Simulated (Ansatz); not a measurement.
# CCl₃F₃Si: Born-Oppenheimer dynamics

What does CCl₃F₃Si do in its first 20 fs with a Nosé-Hoover thermostat, with the temperature set to 300 K?

The runs use Ansatz 0.2.0, Gaussian basis; BLYP/6-31G*.

**1. The geometry**

An earlier PBE0-D4 in a triple-zeta def2 set relaxation fixed the geometry.

SMILES `FC(F)(F)[Si](Cl)(Cl)Cl`, 8 atoms, charge 0, spin multiplicity 1.

Atoms are counted from 1 here; the program's logs count them from 0.

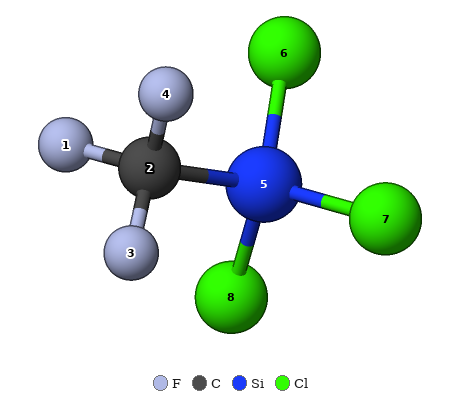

The structure; fluorine light blue, carbon dark grey, silicon blue, chlorine green; atoms are numbered from 1 in the order of the file.

**2. The run**

File in.yaml:

```yaml
crystal:
  periodic: [false, false, false]
  atoms:
    - {symbol: F, position_ang: [0.597957, -0.947807, 1.600338]}
    - {symbol: C, position_ang: [0.748178, -0.630522, 0.308008]}
    - {symbol: F, position_ang: [0.750674, -1.772634, -0.391341]}
    - {symbol: F, position_ang: [1.955023, -0.067319, 0.167316]}
    - {symbol: Si, position_ang: [-0.652932, 0.555093, -0.290881]}
    - {symbol: Cl, position_ang: [-0.565695, 2.231920, 0.827832]}
    - {symbol: Cl, position_ang: [-0.324929, 0.966616, -2.238681]}
    - {symbol: Cl, position_ang: [-2.416177, -0.392548, -0.038292]}
basis:
  gaussian: {orbitals: "6-31G*"}
hamiltonian: {xc: {name: BLYP}}
md: {timestep: 1 fs, n_steps: 20, ensemble: nvt_nose_hoover, temperature: 300, initial_velocities: maxwell_boltzmann, seed: 234}
```

Run with:

```sh
> ansatz run in.yaml --threads 4 --pin off --events-out ev --progress --plain --max-ram 11315MiB
```

What it wrote, cut to the lines that bear on the results:

```text
Functional definition: BLYP
  name "BLYP"
  cite "Becke, Phys. Rev. A 38, 3098 (1988) doi:10.1103/PhysRevA.38.3098"
  cite "Lee, Yang & Parr, Phys. Rev. B 37, 785 (1988) doi:10.1103/PhysRevB.37.785"
[...]
1422 factors; their error is unknown
[...]
mean field -54633.46869258 eV, -2007.7429425570 hartree, gradient 4.9e-5 eV, S^2 0.000000; 0 other end points of the search recorded, 0 dependent functions left out
[...]
reference -54633.46900556 eV, -2007.7429540590 hartree; 49, 49 occupied and 87, 87 virtual orbitals, 1422 factors
md step     0: t =     0.00 fs  T =   300.0 K  F+E_penalty+E_count = -54633.46869258 eV  E_kin = 0.232668 eV  conserved = -54633.23602458 eV  (28 SCF iters)
[...]
md step     5: t =     5.00 fs  T =   296.4 K  F+E_penalty+E_count = -54633.46563848 eV  E_kin = 0.229887 eV  conserved = -54633.23574476 eV  (30 SCF iters)
[...]
md step    10: t =    10.00 fs  T =   294.5 K  F+E_penalty+E_count = -54633.46409847 eV  E_kin = 0.228391 eV  conserved = -54633.23570482 eV  (32 SCF iters)
[...]
md step    15: t =    15.00 fs  T =   315.6 K  F+E_penalty+E_count = -54633.48064611 eV  E_kin = 0.244747 eV  conserved = -54633.23591150 eV  (32 SCF iters)
[...]
md step    19: t =    19.00 fs  T =   284.4 K  F+E_penalty+E_count = -54633.45663392 eV  E_kin = 0.220608 eV  conserved = -54633.23602226 eV  (30 SCF iters)
[...]
md step    20: t =    20.00 fs  T =   263.4 K  F+E_penalty+E_count = -54633.44019354 eV  E_kin = 0.204257 eV  conserved = -54633.23593023 eV  (28 SCF iters)
Total energy: -54633.44050868 eV, -2007.7419068180 hartree
Atom 0 at     0.620581    -1.008987     1.676779 Å, force    -0.101529     0.093661    -1.241110 eV/Å
Atom 1 at     0.744098    -0.664631     0.328322 Å, force    -0.861935    -0.679857     0.151511 eV/Å
Atom 2 at     0.769159    -1.857185    -0.437809 Å, force     0.193029     1.391586     0.977105 eV/Å
Atom 3 at     1.898903     0.014795     0.206461 Å, force     0.919671    -0.222274    -0.231082 eV/Å
Atom 4 at    -0.645812     0.579991    -0.317415 Å, force     0.022461    -0.724172     0.189254 eV/Å
Atom 5 at    -0.551447     2.271020     0.880051 Å, force    -0.002686    -0.029141    -0.251268 eV/Å
Atom 6 at    -0.310041     0.972652    -2.349291 Å, force    -0.112089    -0.007955     0.574609 eV/Å
Atom 7 at    -2.441527    -0.411759    -0.002804 Å, force    -0.056921     0.178153    -0.169020 eV/Å
Dipole moment:    -0.000947     0.100504    -0.038981 e Å
```

Run time: 21 s. Hardware: 4 threads of Intel Xeon 6975P-C, shared host.

**3. Frames and traces**

Step by step, with energies from the first frame:

| time (fs) | T (K) | potential (meV) | conserved (meV) | C2–F3 (Å) |
| --- | --- | --- | --- | --- |
| 0.0 | 300 | 0.0 | 0.00 | 1.339 |
| 1.0 | 305 | -3.7 | 0.02 | 1.335 |
| 2.0 | 306 | -4.3 | 0.09 | 1.332 |
| 3.0 | 304 | -2.6 | 0.16 | 1.331 |
| 4.0 | 300 | 0.1 | 0.23 | 1.331 |
| 5.0 | 296 | 3.1 | 0.28 | 1.332 |
| 6.0 | 293 | 5.4 | 0.31 | 1.336 |
| 7.0 | 292 | 6.8 | 0.32 | 1.340 |
| 8.0 | 291 | 7.2 | 0.32 | 1.346 |
| 9.0 | 292 | 6.4 | 0.32 | 1.353 |
| 10.0 | 294 | 4.6 | 0.32 | 1.360 |
| 11.0 | 298 | 1.8 | 0.31 | 1.368 |
| 12.0 | 303 | -1.8 | 0.29 | 1.375 |
| 13.0 | 308 | -5.8 | 0.25 | 1.383 |
| 14.0 | 313 | -9.5 | 0.19 | 1.390 |
| 15.0 | 316 | -12.0 | 0.11 | 1.397 |
| 16.0 | 315 | -11.9 | 0.04 | 1.403 |
| 17.0 | 311 | -8.4 | -0.02 | 1.408 |
| 18.0 | 301 | -0.4 | -0.03 | 1.412 |
| 19.0 | 284 | 12.1 | 0.00 | 1.416 |
| 20.0 | 263 | 28.5 | 0.09 | 1.418 |

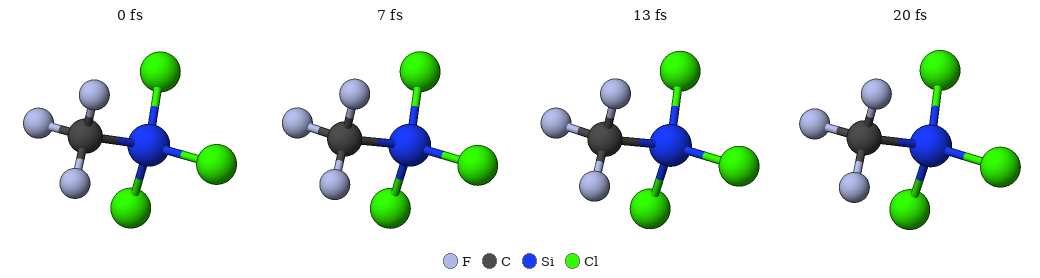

Four frames; sticks are those of the first frame.

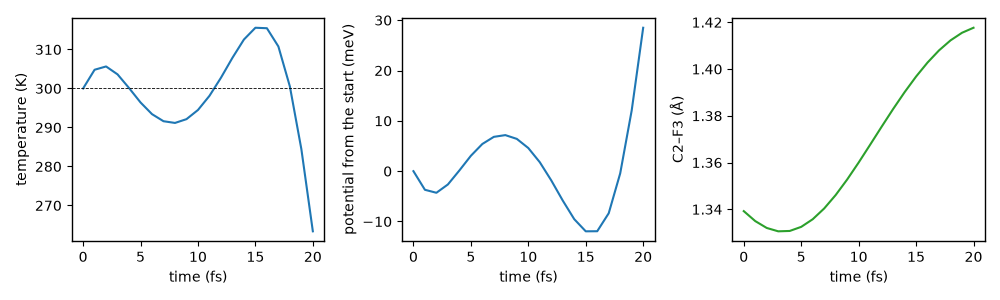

Temperature (the set value dashed), potential energy and the bond that swings most.

Positions (Å) and forces (eV/Å) at 20.0 fs:

```xyz
8

F     0.621   -1.009    1.677   -0.102    0.094   -1.241
C     0.744   -0.665    0.328   -0.862   -0.680    0.152
F     0.769   -1.857   -0.438    0.193    1.392    0.977
F     1.899    0.015    0.206    0.920   -0.222   -0.231
Si   -0.646    0.580   -0.317    0.022   -0.724    0.189
Cl   -0.551    2.271    0.880   -0.003   -0.029   -0.251
Cl   -0.310    0.973   -2.349   -0.112   -0.008    0.575
Cl   -2.442   -0.412   -0.003   -0.057    0.178   -0.169
```

**4. Results**

| quantity | value |
| --- | --- |
| length | 20 steps of 1.0 fs |
| temperature, first and last frame | 300, 263 K |
| temperature, second half | mean 301 K, from 263 to 316 K |
| swing of the potential | 40 meV |
| largest change of the conserved energy | 0.32 meV |
| range of C2–F3 | 1.331 to 1.418 Å |

In words: The temperature starts at 300 K and ranges from 263 to 316 K; in so small a system it swings widely. The conserved energy moves by 0.32 meV, 0.8 % of the potential's swing, so the step is short enough for this stretch. C2–F3 swings as far as any bond, by 0.09 Å; no bond breaks. A run of 20 fs gives no averages.
